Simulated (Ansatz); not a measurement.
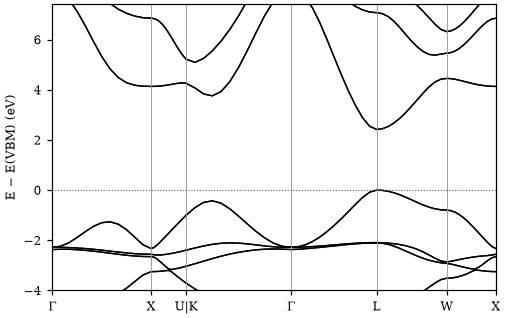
Figure: Band structure from r²SCAN+D4 with spin–orbit coupling in the plane-wave PAW code Ansatz

### Question
Read off the gap and where the band edges lie.

### Answer
About 2.4 eV (2.42 eV by a search for the band edges); maximum at L, minimum at L.

The material is TlF (rock salt, space group No. 225).

Space group Fm-3m (rock salt). The workflow started from an entry of the Crystallography Open Database (COD); the relaxed space group is not among those it files for this formula. COD files the formula under space group No. 28, 57, 69, 129, 139, so this cell is another polymorph or a model. Its standing as an ambient phase is unchecked. The r²SCAN+D4 relaxation kept the symmetry of its start; its stability against distortions is not shown here.

Potentials: the later of the program's two PAW sets.
